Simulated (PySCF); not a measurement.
Consider W6 (triplet).

```xyz
6

W     1.7539    0.0005    0.0001
W    -0.0005    1.8089    0.0000
W    -1.7539   -0.0005   -0.0001
W     0.0005   -1.8089    0.0000
W    -0.0001    0.0000    1.8089
W     0.0001    0.0000   -1.8089
```

Core potentials replace the inner electrons of W.

Level of theory: UKS PBE, W def2-SVP with ECP60; non-relativistic Hamiltonian with scalar-relativistic core potentials where named; density fitting in PySCF.

Question: What will maps of the electron density, electron localisation function and spin density show?

Answer: W–W (2.52 Å): the density is about 0.66 e/Å³ at the midpoint; the ELF is about 0.45 at the midpoint.
The unpaired spin (2 electrons) lies mostly on W2 (about 0.5), W4 (about 0.5), W5 (about 0.5) and W6 (about 0.5), in electrons by Hirshfeld's partition.

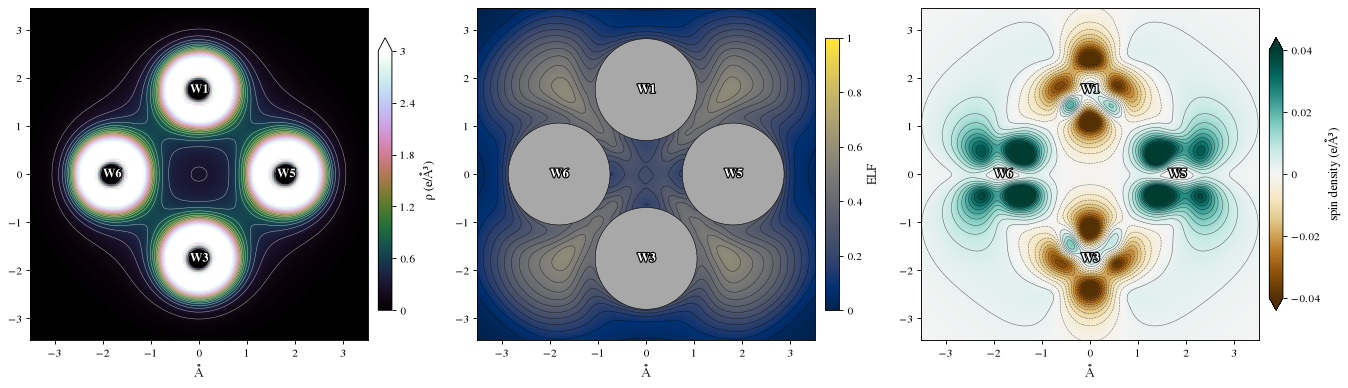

Computed electron density, electron localisation function and spin density on the plane of atoms W1, W5 and W3, in this order. Grey discs cover the atomic cores in the ELF map. 
